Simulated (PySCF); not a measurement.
ClH, SMILES `Cl`.

Computed with PySCF, M06-2X/def2-SVPD, geometry: GFN2-xTB. No frequency check shows the geometry to be a minimum. GFN2-xTB bond lengths at metals and heavier atoms can be off by up to 0.1 Å and shapes distorted, which carries into these values.

Cartesian coordinates (Å):

```
Cl1      0.0709    0.0000    0.0000
H2      -1.2061    0.0000    0.0000
```

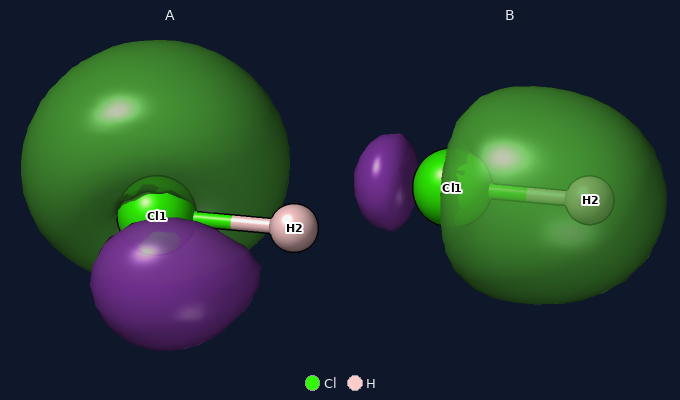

Foster–Boys orbitals, occupied; each surface holds about 85 % of the orbital's density. Energies are diagonal elements of the Fock matrix.

Identify each orbital.

By panel:
- A: lone pair on Cl1 (sp2.7-type) (Cl1 100 %; −14.4 eV)
- B: σ bond Cl1–H2 (Cl1 60 %, H2 40 %; −19.0 eV)

How do all the valence pairs divide up?

4 pairs: 3 lone pairs and 1 σ bond.

The PySCF run took 2.4 s on 1 thread of Arm Neoverse N1 (shared host), peak memory 0.18 GiB.
